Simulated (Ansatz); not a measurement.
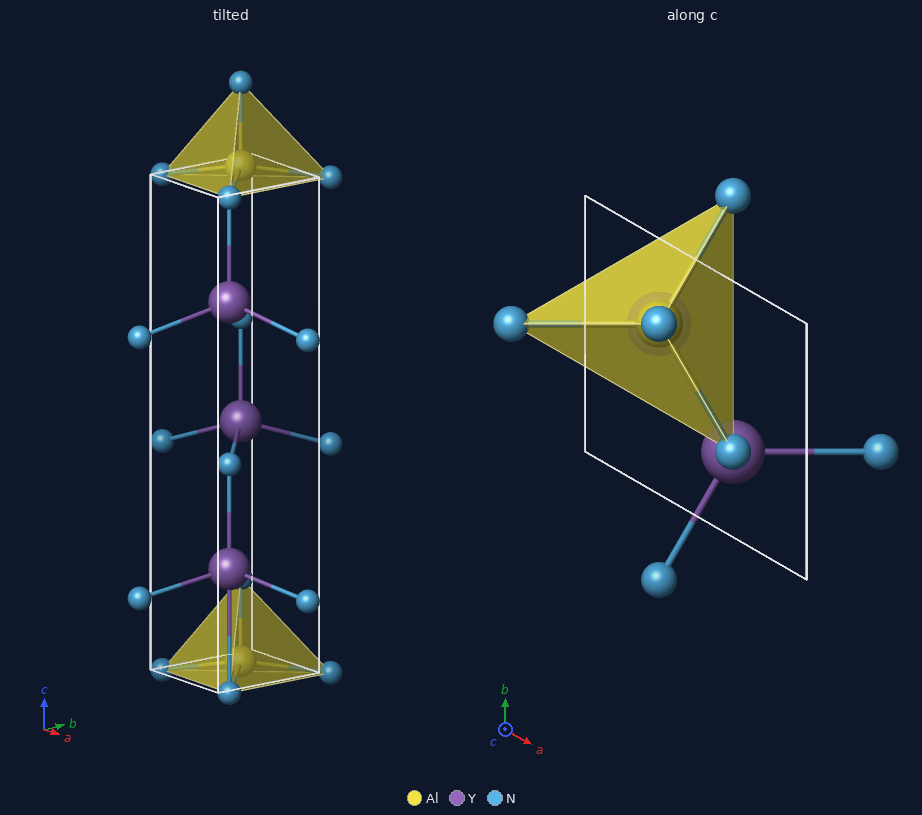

Structure drawing (polyhedral), viewed slightly off an axis and along the c axis. The edges of the conventional unit cell are marked. A few atoms beyond the faces are included.

Y3AlN4, space group P3m1 (No. 156), a = 3.700 Å, b = 3.700 Å, c = 10.944 Å, α = 90.00°, β = 90.00°, γ = 120.00°. Source of the structure: a structure type filled with these elements by a generator (whether the compound takes this form wasn't checked). Earlier steps of the study, as a rule a relaxation of our own, may have changed the cell and positions, so they can lie some per cent off the listed ones. An electronic-structure calculation with Ansatz was run on it.

This one geometry was computed with Ansatz (DFT, plane waves, PAW) at five levels of theory: r2SCAN, PBE, PBE with spin-orbit coupling, PBE0 and HSE06. It was relaxed beforehand with r2SCAN.

Q: Which level gives the highest pressure at this volume, and what does that say about its equilibrium volume?

A: Highest: PBE (1.3 GPa) and PBE with spin-orbit coupling (1.3 GPa), which points to the largest equilibrium volume. Lowest, with the smallest volume: PBE0 (-1.0 GPa) and HSE06 (-1.1 GPa). Levels within 0.5 GPa of each other can't be told apart.

Q: How does the band gap change with the level of theory?

A: PBE with spin-orbit coupling: a gap of 1.62 eV, indirect; PBE: a gap of 1.63 eV, indirect; r2SCAN: a gap of 2.01 eV, indirect; HSE06: a gap of 2.63 eV, indirect; PBE0: a gap of 3.32 eV, indirect.

Q: Collect the results in a table.

A:
| level | cutoff (eV) | k-mesh of the run's cell | gap (eV) | pressure (GPa) |
| --- | --- | --- | --- | --- |
| r2SCAN | 500 | 12×12×2 | 2.01 | 0.0 |
| PBE | 420 | 12×12×2 | 1.63 | 1.3 |
| PBE with spin-orbit coupling | 420 | 12×12×2 | 1.62 | 1.3 |
| PBE0 | 420 | 6×6×2 | 3.32 | -1.0 |
| HSE06 | 420 | 6×6×2 | 2.63 | -1.1 |

Gaps are taken on the k-mesh or band path of each run.
